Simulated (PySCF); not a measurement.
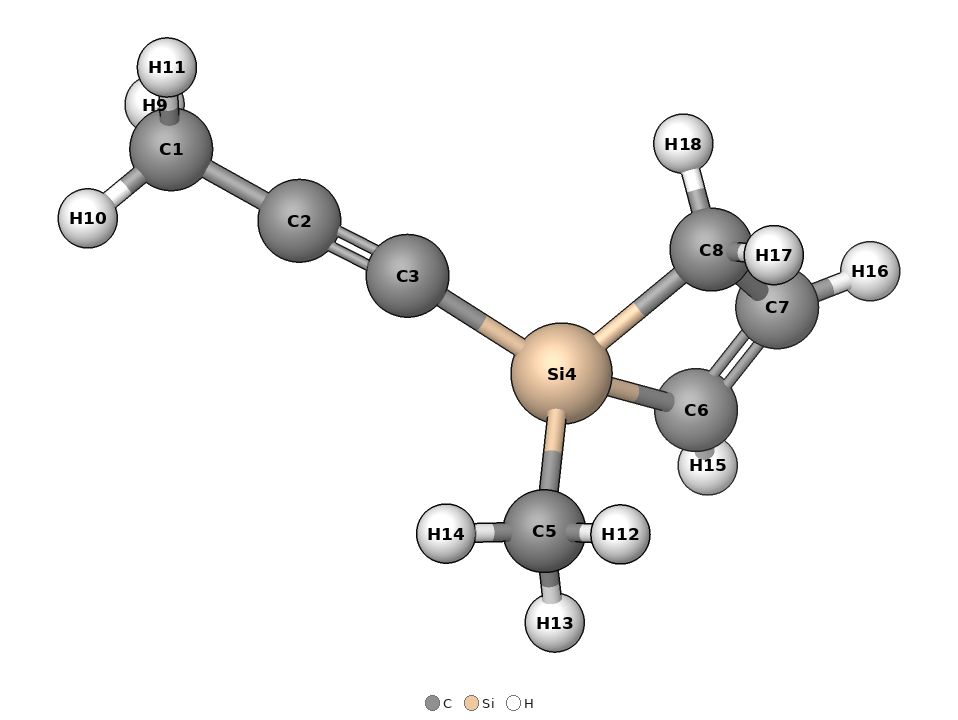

The species has charge −1 and is a spin doublet. The computed structure is the end point of a GFN2-xTB optimisation. No frequency run is at hand to confirm it as a minimum. Level of theory: UKS B3LYP, pcH-1 on C H Si, non-relativistic (PySCF 2.14.0). Fermi-contact and spin-dipolar terms alone, no spin-orbit part.

### Which nucleus has the largest dipolar (anisotropic) hyperfine coupling?

29Si at Si4: principal values −65.2, 28.5, 36.7 MHz.

List the isotropic and dipolar parts for the most strongly coupled nuclei, one of each equivalent set.

```csv
atom,isotope,a_iso (MHz),dipolar part (MHz)
Si4,29Si,−294.4,"−65.2, 28.5, 36.7"
C2,13C,25.5,"−25.6, −23.0, 48.6"
C7,13C,17.1,"−17.7, −16.8, 34.5"
C6,13C,134.8,"−19.0, −3.5, 22.5"
C3,13C,88.0,"−13.5, −4.1, 17.6"
H16,1H,−11.5,"−9.5, 0.3, 9.2"
H15,1H,2.1,"−4.3, −1.1, 5.5"
H9,1H,38.6,"−2.2, −1.7, 3.8"
```

The geometry is semi-empirical. Around Si such bond lengths and angles can be off by a tenth of an ångström or more and by several degrees, and values that hang on the shape move with them.
